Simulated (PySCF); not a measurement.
Vertical excitations of a molecule C2H5NOSi from TDA-PBE0/def2-SVPD (PySCF), as energy in eV (oscillator strength): 7.27 (0.002), 7.41 (0.001), 7.49 (0.001), 7.82 (0.001), 7.97 (0.040), 8.05 (0.005), 8.23 (0.014), 8.30 (0.000), 8.58 (0.001), 8.61 (0.010). Lowest triplet (TDA): 6.13 eV. Coordinates come from a B3LYP-D3(BJ)/def2-SVP optimisation. The values are those of a single conformer.

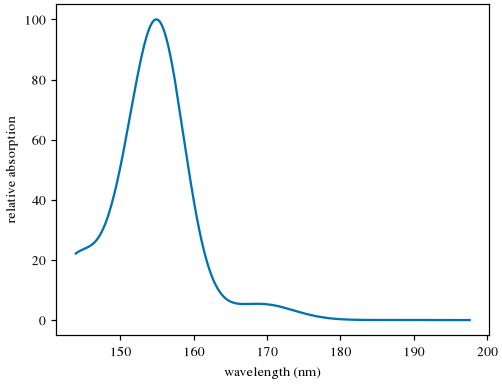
Figure: The lines broadened by 0.4 eV.

**Question.** Pick the molecule that these values belong to.
A. CC1=N[SiH2]O1
B. N#CC[SiH2]O
C. C1=NCO[SiH2]1
D. O[Si@@H]1C=NC1

**Answer.** B, N#CC[SiH2]O
